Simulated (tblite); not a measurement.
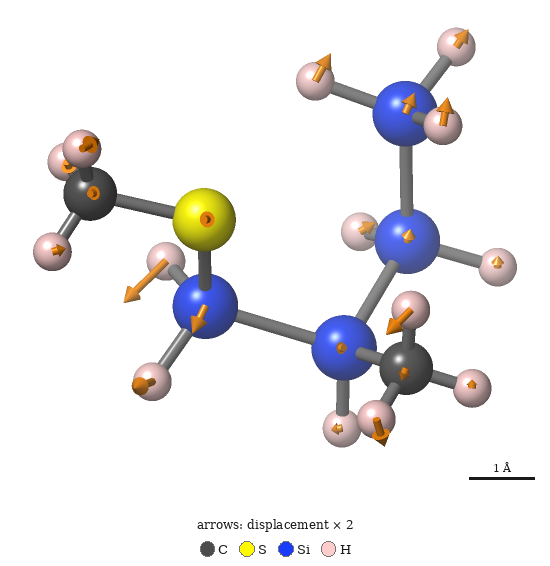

This is a relaxation of C2H14SSi4. The starting structure is drawn; orange arrows show the displacements, 2 times their true length. The two geometries are superimposed by the best rigid fit.

Style: ball-and-stick. Shown at a tilt.

All numbers below come from GFN2-xTB geometry optimisation, gas phase in tblite 0.8.0. 

**Atoms of which element are displaced furthest, and by how much?**

Hydrogen: up to 0.49 Å, against 0.25 Å for silicon.

**What happened in the run?**

After 115 geometry steps the energy has fallen by 0.270 eV. An H atom moves most after the best rigid fit: 0.49 Å. By element the largest moves are H 0.49 Å, Si 0.25 Å, S 0.16 Å, C 0.12 Å. Among the contacts that change: C–Si 1.828 → 1.908 Å, Si–Si 2.296 → 2.337 Å, H–Si 1.487 → 1.462 Å, H–Si 1.496 → 1.474 Å. Among the angles between lasting bonds that change: Si–Si–H 110.4° → 122.7°, Si–Si–Si 108.1° → 114.7°, Si–Si–Si 109.7° → 116.0°.
